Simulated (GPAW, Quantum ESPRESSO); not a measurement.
The Zn K edge of atom 1 in Zn (Zinc, P6_3/mmc), with 6 Zn at 2.67 Å and 6 Zn at 2.92 Å (anticuboctahedral, as in hcp, site symmetry -6m2), was computed in 2 ways: excited-electron core hole (neutral cell) and no core hole. Program and functional: Quantum ESPRESSO XSpectra, LDA, Lorentzian half width 0.83 eV up to 4 eV, rising linearly to 1.75 eV at 25 eV (not a setting of the program: the run's 0.4 eV curve was folded afterwards with a further Lorentzian); cells of 2 and 16 atoms (the run without a hole in the smaller).

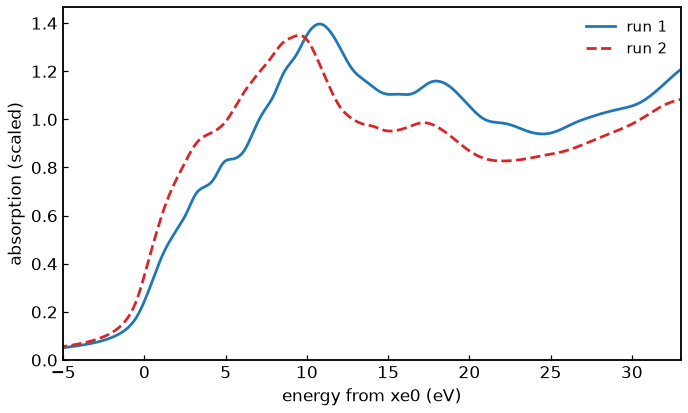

Each run is counted from its own lowest empty level or Fermi level and scaled to a mean of 1 over its first 20 eV.

The database entry behind the starting cell differs from later determinations by our own check (about 0.3 % long), so it need not match the best structure at ambient conditions.

Question: Which run is which?

Run 1: no core hole (area from −2 to 6 eV 4.0, main maxima 10.8 eV (1.40) and 17.9 eV (1.16)). Run 2: excited-electron core hole (neutral cell) (area from −2 to 6 eV 5.3, main maxima 9.5 eV (1.35) and 17.2 eV (0.99)). With each curve scaled to its own mean, the area from −2 to 6 eV with the hole is 5.3 against 4.0, and the centre of weight from −1 to 20 eV moves by -0.9 eV: the hole pulls the absorber's empty states down.

[Hosts, paths, dates, database ids (printed as entryN), source tags and the programs' standing remarks are cut or masked in the printed files.]

[Lists of maxima count a maximum above −3 eV only where it reaches 4 % of the highest in the window and stands out from its surroundings by 2 % of it (1.5 % where it reaches 55 %); shoulders and weaker maxima are passed over, and of the rest the first, up to two pre-edge ones and the few strongest are named.]
